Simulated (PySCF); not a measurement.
| atom | x (Å) | y (Å) | z (Å) |
| --- | --- | --- | --- |
| K | 0.0000 | 0.0000 | -0.0570 |
| H | 0.0000 | 0.0000 | 2.2050 |

Method: PBE0/def2-TZVPP, non-relativistic Hamiltonian with scalar-relativistic core potentials where named, at a bond length of 2.262 Å in PySCF 2.14.0.

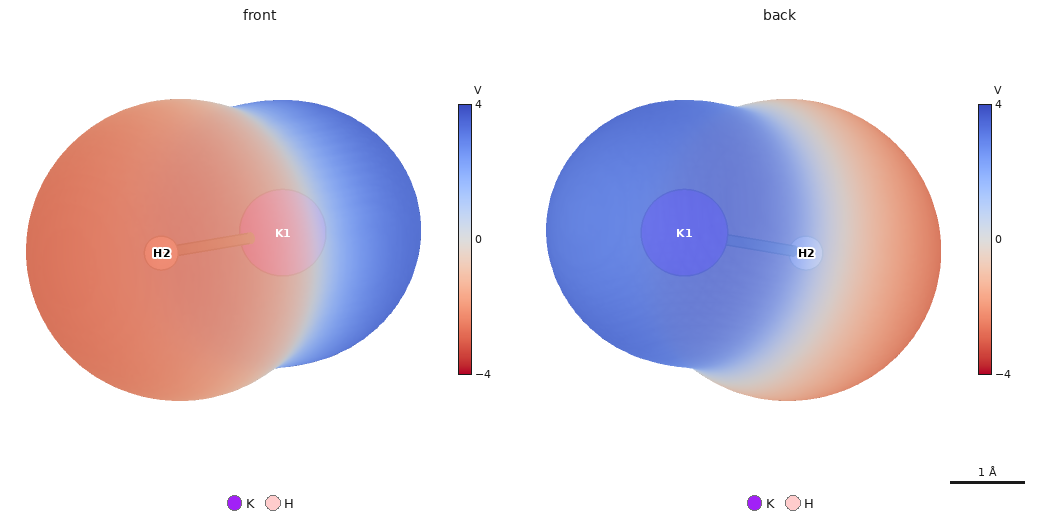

KH. The electrostatic potential painted on the density surface at 0.001 e/bohr³, seen from the front and from behind; red is negative and blue positive.

### Describe the electrostatic potential map.

The most negative region (about −2.6 V) lies over H2, the most positive (about +3.2 V) over K1.
